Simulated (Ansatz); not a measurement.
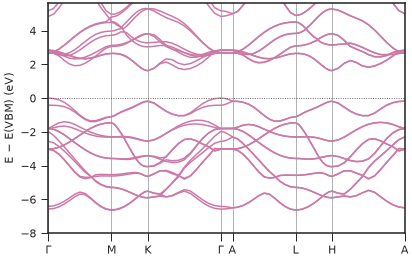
Band structure from plane-wave PAW PBE (Ansatz code)

Task: Read off the gap and where the band edges lie.

Result: About 1.6 eV (1.62 eV by a search for the band edges); maximum at Γ, minimum on the H–K line, 53 % of the way from H.

The material is WS₂ in space group P6_3/mmc (No. 194; W on 2c, S on 4f).

The cell was relaxed with PBE under the symmetry of its start. No spin polarisation was allowed. The volume lies over 15 % above that of the usual cell of this phase: another minimum, or an error of the functional. A crystal of weakly bound layers computed without a dispersion correction: the cell and the soft elastic constants depend strongly on that. Spin–orbit coupling is left out wherever it is not named.

Potentials: the earlier of the program's two PAW sets.
